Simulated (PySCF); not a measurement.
## Electronic structure of C$_{2}$H$_{8}$F$_{2}$OSi$_{2}$ (SMILES FC(F)OC([SiH3])[SiH3]) in real space

```yaml
atoms:
  - { symbol: F, position_ang: [-1.9672, -1.0520, -1.2655] }
  - { symbol: C, position_ang: [-2.0808, -0.5802, 0.0029] }
  - { symbol: F, position_ang: [-3.2881, -0.0378, 0.1238] }
  - { symbol: O, position_ang: [-1.1685, 0.3874, 0.2346] }
  - { symbol: C, position_ang: [0.1891, -0.0407, 0.3845] }
  - { symbol: Si, position_ang: [1.1334, 1.4832, 1.0289] }
  - { symbol: Si, position_ang: [1.0012, -0.7538, -1.1994] }
  - { symbol: H, position_ang: [-1.9829, -1.4458, 0.6881] }
  - { symbol: H, position_ang: [0.2563, -0.8081, 1.1849] }
  - { symbol: H, position_ang: [0.4482, 2.0118, 2.2439] }
  - { symbol: H, position_ang: [2.5232, 1.0605, 1.3750] }
  - { symbol: H, position_ang: [1.1782, 2.5348, -0.0280] }
  - { symbol: H, position_ang: [0.5588, -2.1482, -1.4879] }
  - { symbol: H, position_ang: [2.4745, -0.7695, -0.9393] }
  - { symbol: H, position_ang: [0.7098, 0.1400, -2.3551] }
```

Geometry: PBE0-D3(BJ)/def2-SVP.

Level of theory: PBE0/pcSseg-1, SCF density, gas phase, non-relativistic in PySCF 2.14.0.

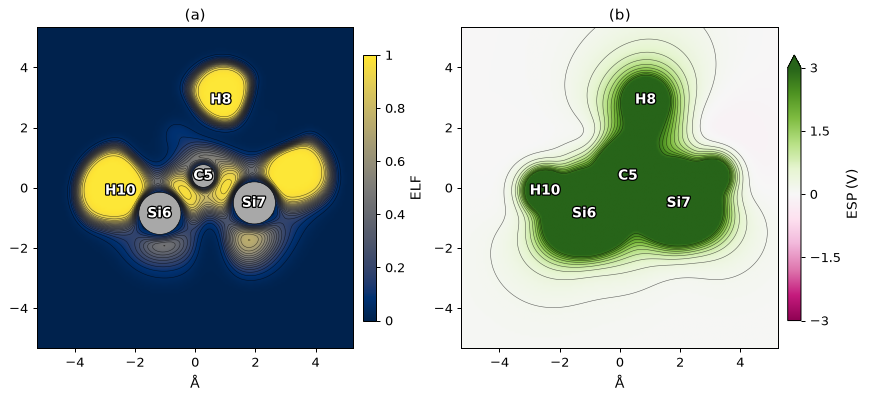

Figure 1. (a) ELF; (b) electrostatic potential on the plane of atoms C5, Si6 and H10. Grey discs cover the atomic cores in the ELF map.

> Read the bonding off the picture.

The section cuts through C, Si and H sites.
C–Si (1.90 Å): the ELF peaks at about 0.95 between the atoms: a covalent bond.
Si–H (1.49 Å): the ELF climbs to about 1 towards the hydrogen, as it does in any bond to H.
The potential has no marked negative region in this plane.

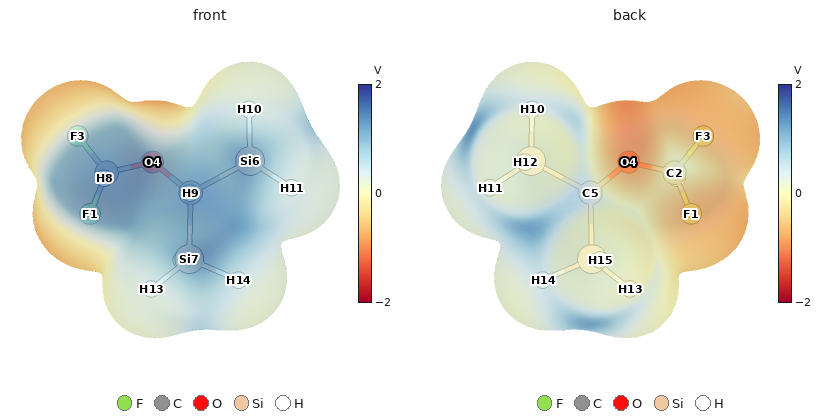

Figure 2. The molecular electrostatic potential painted on the density surface at 0.002 e/bohr³, seen from the front and from behind; red is negative and blue positive.

> Describe the electrostatic potential map.

The most negative region (about −1.0 V) lies over O4, the most positive (about +1.5 V) over Si7 and H8. O4 is the likeliest acceptor of a hydrogen bond.
